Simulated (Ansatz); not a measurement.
**CH4AlO: phonon calculation**

System: CH4AlO, multiplicity 2, SMILES [CH3][Al][OH].
Method: UKS PBE/def2-SVP (Ansatz 0.2.0).

It belongs to a series of runs on one base structure; here: vibrations at the highest image of the band. Figures and captions count atoms from 1; the log counts them from 0 in places.

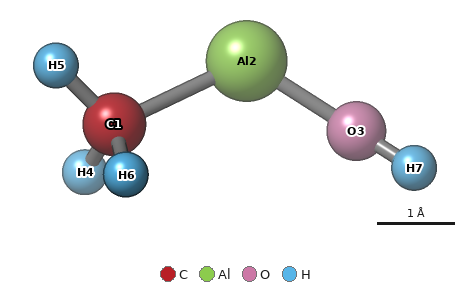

Figure 1. The structure as given in the input (ball-and-stick view, seen at a tilt; atoms are numbered from 1 in the order of the input). Sticks mark near contacts.

The input
```yaml
crystal:
  periodic: [false, false, false]
  atoms:
    - { symbol: C, position_ang: [-0.874556, 0.555364, -0.414136] }
    - { symbol: Al, position_ang: [1.053168, 0.049517, -0.469464] }
    - { symbol: O, position_ang: [1.672702, -1.105674, 0.611415] }
    - { symbol: H, position_ang: [-1.469213, -0.244474, -0.906312] }
    - { symbol: H, position_ang: [-1.062637, 1.506226, -0.951288] }
    - { symbol: H, position_ang: [-1.222726, 0.651139, 0.636222] }
    - { symbol: H, position_ang: [1.96456, -1.480098, 1.447863] }
magnetization:
  spin_polarized: true
  initial_magnetization: 1
basis:
  gaussian: { orbitals: def2-SVP }
hamiltonian:
  xc: pbe
phonons: {}
```

Hardware: 1 thread of Arm Neoverse V2, 24 GiB of memory available, shared host.

Command:
```bash
ansatz run input.yaml --threads 1 --pin off --max-ram 2048MiB --backend cpu --events-out ev --progress --plain --runs-dir out
```

Output
```
Engine: ansatz 0.2.0, aarch64-unknown-linux-gnu
Functional definition: PBE
  parameter kappa = 0.804
  parameter beta = 0.06672455060314922
  exchange = pbe_x(kappa = kappa, mu = beta*pi^2/3)
  correlation = pbe_c(beta = beta)
726 factors; their error is unknown
mean field evaluation 1: about -9720.2207 eV, gradient 5.7e1 eV
mean field evaluation 2: about -9633.1232 eV, gradient 1.3e2 eV
mean field evaluation 4: about -9733.6836 eV, gradient 1.2e1 eV
mean field evaluation 8: about -9734.3909 eV, gradient 1.2e-1 eV
mean field evaluation 16: about -9734.3910 eV, gradient 2.6e-5 eV
mean field -9734.39104322 eV, -357.7322726312 hartree, gradient 2.6e-5 eV, S^2 0.751977; 0 other end points of the search recorded, 0 dependent functions left out
the calculation of the forces begins
reference -9734.39108195 eV, -357.7322740543 hartree; 16, 15 occupied and 50, 51 virtual orbitals, 726 factors
these checks for a lower state are left out or cut short: stability, starts, cluster_reference, orbital_swaps, neighbouring_geometries, increment
726 factors; their error is unknown
mean field -9734.39095755 eV, -357.7322694826 hartree, gradient 2.7e-6 eV, S^2 0.751966; 0 other end points of the search recorded, 0 dependent functions left out
[... from here on the field's lines of each further geometry are left out, up to the last ...]
the calculation of the forces begins
reference -9734.39092647 eV, -357.7322683405 hartree; 16, 15 occupied and 50, 51 virtual orbitals, 726 factors
these checks for a lower state are left out or cut short: stability, starts, cluster_reference, orbital_swaps, neighbouring_geometries, increment
726 factors; their error is unknown
mean field -9734.39095053 eV, -357.7322692247 hartree, gradient 1.9e-6 eV, S^2 0.751975; 0 other end points of the search recorded, 0 dependent functions left out
the calculation of the forces begins
reference -9734.39098924 eV, -357.7322706473 hartree; 16, 15 occupied and 50, 51 virtual orbitals, 726 factors
WARN: phonons: modes at or below zero, which the zero-point energy, F, S and C_V leave out: 1, the lowest at -348.88 cm⁻¹. A minimum has none, and a first-order saddle one
Total energy: -9734.39108195 eV, -357.7322740543 hartree
Atom 0 at    -0.874556     0.555364    -0.414136 Å, force     0.000428     0.002294    -0.004568 eV/Å
Atom 1 at     1.053168     0.049517    -0.469464 Å, force    -0.000860    -0.015348     0.003757 eV/Å
Atom 2 at     1.672702    -1.105674     0.611415 Å, force    -0.001941     0.027299     0.014104 eV/Å
Atom 3 at    -1.469213    -0.244474    -0.906312 Å, force     0.001112     0.000613    -0.000352 eV/Å
Atom 4 at    -1.062637     1.506226    -0.951288 Å, force    -0.004146    -0.000022    -0.000731 eV/Å
Atom 5 at    -1.222726     0.651139     0.636222 Å, force     0.003415     0.000743     0.000571 eV/Å
Atom 6 at     1.964560    -1.480098     1.447863 Å, force     0.001992    -0.015579    -0.012780 eV/Å
Dipole moment:    -0.039347    -0.026352     0.244311 e Å
Vibrations: -348.88 22.59 102.04 192.15 531.05 556.55 641.88 862.94 1111.29 1359.77 1371.72 2957.93 3060.93 3084.20 3914.01 cm⁻¹, zero-point energy 1.225525 eV
```

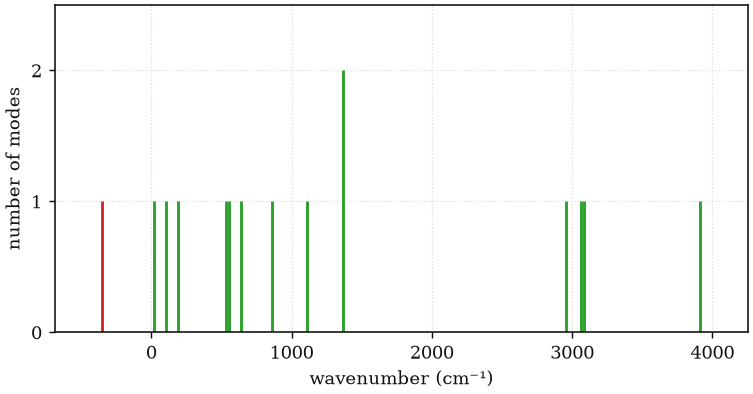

Figure 2. Harmonic vibrational wavenumbers from the force constants; neighbouring modes closer than 19 cm⁻¹ are counted in one stick, and imaginary ones are drawn at negative wavenumbers. 15 modes from 349i to 3914 cm⁻¹, 1 imaginary beyond 8i (349i cm⁻¹): a first-order saddle point, if the geometry is stationary.

Summary

```csv
quantity,value
outcome,converged
total energy,−9734.3911 eV
mean-field energy,−9734.3911 eV
⟨S²⟩,0.752
largest force (length of the vector),0.031 eV/Å
wall time,48 s
peak memory,0.23 GiB
```
